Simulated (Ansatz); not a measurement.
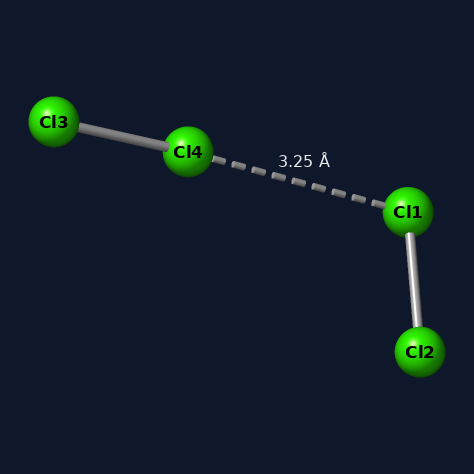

Two molecules or ions; the broken line marks their closest contact (measured against van der Waals radii). Computed geometry: PBE0-D4/def2-TZVP optimisation. Program: Ansatz 0.2.0.

Question: Which two species are they?

Answer: Cl2 and Cl2 (`ClCl.ClCl`).

Give the counterpoise-corrected interaction energy (kJ/mol, monomers kept as in the pair) with CCSD(T)/CBS (MP2 limit from def2-TZVPPD and def2-QZVPPD plus CCSD(T) − MP2); revPBE-D4/def2-TZVPPD; RHF/STO-3G.

```tsv
level	interaction energy (kJ/mol)
CCSD(T)/CBS (MP2 limit from def2-TZVPPD and def2-QZVPPD plus CCSD(T) − MP2)	−5.5
revPBE-D4/def2-TZVPPD	−6.7
RHF/STO-3G	+5.2
```
